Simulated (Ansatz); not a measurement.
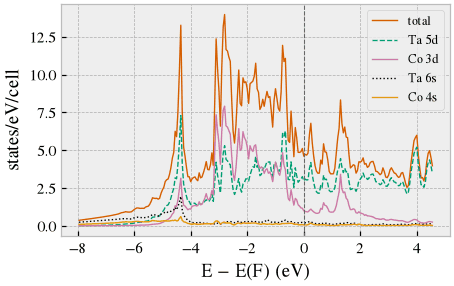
*Total and projected density of states of Ta2Co in space group I4/mcm (No. 140; Co on 4a, Ta on 8h), plane-wave PAW r²SCAN (Ansatz code)*

Question: Which orbitals carry the states next to the Fermi level?

Answer: Within 0.5 eV of the Fermi level: Ta 5d 61 %, Co 3d 24 %, outside the projected shells 8 %. Projections are on Löwdin-orthogonalised atomic valence shells; empty p or d shells of many metals are not among them.

Question: Where is the tallest occupied peak in this window, and what makes it?

Answer: Near -2.8 eV, about 14 states/eV per cell; the largest projected share is Co 3d.

The workflow started from an entry of the Crystallography Open Database (COD), which files this formula under 2 space groups. Whether it is the stable phase at ambient conditions was not checked. Symmetry was held in the r²SCAN relaxation; whether a distortion lowers the energy is not shown. The workflow began spin-polarised and lost its moments. Scalar-relativistic: spin–orbit coupling is off unless named, which matters more the heavier the elements.

Potentials: the later of the program's two PAW sets.
